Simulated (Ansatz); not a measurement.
CHBrFSn (SMILES [F]/[Sn-]=[CH]/Br) (charge −1)

Input file:

```
crystal:
  periodic: [false, false, false]
  atoms:
    - {symbol: C, position_ang: [1.307577, -1.003229, 1.135816]}
    - {symbol: Br, position_ang: [2.367969, -2.177637, 2.256468]}
    - {symbol: F, position_ang: [-0.942911, 0.406452, -0.355926]}
    - {symbol: Sn, position_ang: [-0.726486, -1.163264, 0.960764]}
    - {symbol: H, position_ang: [1.976429, -0.283369, 0.647265]}
basis:
  gaussian: {orbitals: def2-TZVPD}
hamiltonian: {xc: {name: PBE0}}
total_charge: -1
output: {forces: true, orbitals: {seedname: orbitals}}
```

Run with:

```sh
ansatz run input.yaml --threads 2 --pin off --max-ram 4350MiB --events-out events.jsonl --progress --plain --runs-dir runs
```

Geometry: PBE0-D3(BJ)/def2-SVPD; core potentials replace the inner electrons of Sn.

All numbers below come from isolated molecule in a Gaussian basis; Kohn-Sham density functional theory, functional PBE0 in Ansatz.

> What will maps of the electron density and electron localisation function show?

C–Br (1.94 Å): ρ at the midpoint is about 1 e/Å³; the ELF peaks at about 0.80 between the atoms; localised, covalent bonding.
C–Sn (2.05 Å): ρ at the midpoint is about 0.79 e/Å³; the ELF peaks at about 0.90 in the valence shell of C, 0.6 Å from its nucleus, and drops to about 0.20 between the two atoms.
Sn–F (2.06 Å): ρ is about 0.59 e/Å³ halfway; the ELF peaks at about 0.80 in the valence shell of F, 0.5 Å from its nucleus, and drops to about 0.15 between the two atoms.
C–H (1.10 Å): the density is about 1.9 e/Å³ at the midpoint; the ELF climbs to about 1 towards the hydrogen, as it does in any bond to H (an ordinary covalent bond to hydrogen).

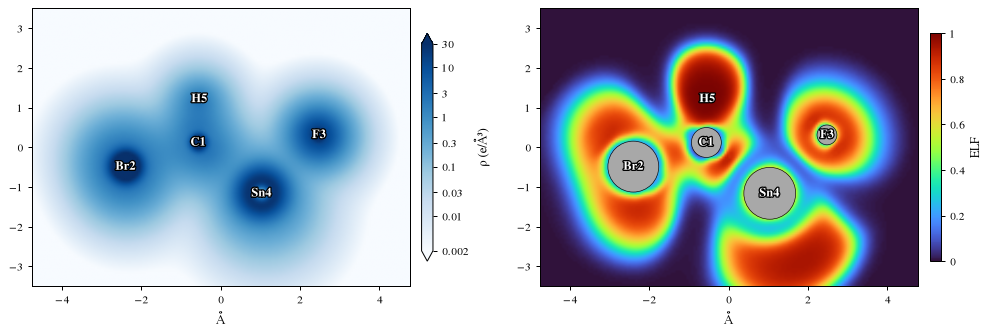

Computed electron density and electron localisation function on the molecular plane, in this order. Grey discs cover the atomic cores in the ELF map. 
